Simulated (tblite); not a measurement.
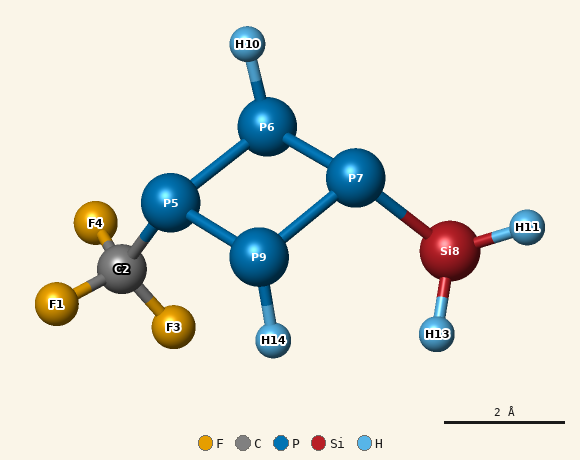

Starting structure of CH5F3P4Si. The picture is a ball-and-stick view, seen from a free direction.

Level of theory: GFN2-xTB geometry optimisation, gas phase in tblite.

```xyz
14

F    -3.4992   -0.4173   -1.5916
C    -2.6975    0.1880   -0.6556
F    -1.9586    1.1652   -1.2580
F    -3.5018    0.7011    0.3458
P    -1.5888   -1.0925    0.0884
P    -0.3931   -0.4283    1.8171
P     1.5055   -0.9061    0.8092
Si    2.7740    0.7967    0.2669
P     0.2931   -1.4920   -0.9457
H    -0.6688   -1.3709    2.9107
H     4.1519    0.5205    0.6673
H     2.3015    2.0681    0.8147
H     2.7861    0.8853   -1.2061
H     0.4951   -0.6182   -2.0853
```

**Where does the relaxation end?**

The atom that moves furthest after the best rigid fit is H12 (1.19 Å). Largest moves by element: H 1.19 Å, F 0.70 Å, P 0.36 Å, C 0.28 Å, Si 0.26 Å. Some distances before and after: P7–Si8 2.192 → 2.266 Å, P6–H10 1.470 → 1.398 Å, C2–F4 1.383 → 1.335 Å, P9–H14 1.450 → 1.406 Å. Bond angles that change, for instance: C2–P5–P6 115.6° → 97.3°, P6–P7–Si8 116.3° → 98.7°, C2–P5–P9 116.9° → 99.5°. Groups turn about P7–Si8 by about 50°, C2–P5 by about 25°. Over 125 geometry steps the energy falls by 35.1 kcal/mol.

The structure at the end:

```xyz
14

F    -2.9679   -0.1639   -1.6978
C    -2.5014    0.1138   -0.4752
F    -1.8050    1.2609   -0.5827
F    -3.5536    0.3797    0.3025
P    -1.5153   -1.3341    0.2192
P    -0.2789   -0.1845    1.6153
P     1.4178   -1.1870    0.5981
Si    2.6515    0.6467    0.1002
P     0.1625   -1.3672   -1.2409
H    -0.4157   -1.1263    2.6400
H     3.4339    0.8940    1.3097
H     1.7933    1.7920   -0.2258
H     3.4719    0.2691   -1.0515
H     0.1062    0.0065   -1.5333
```

After the run, drawn alike:

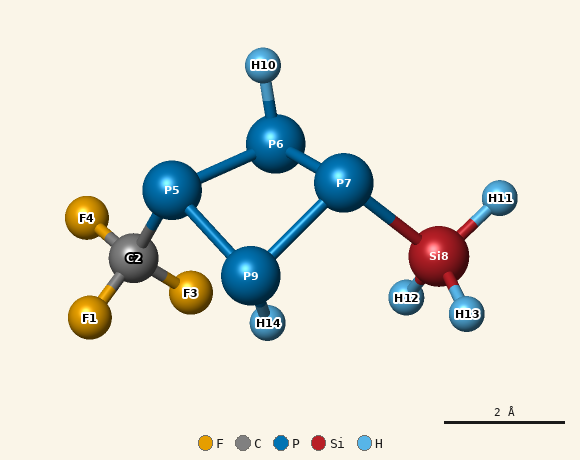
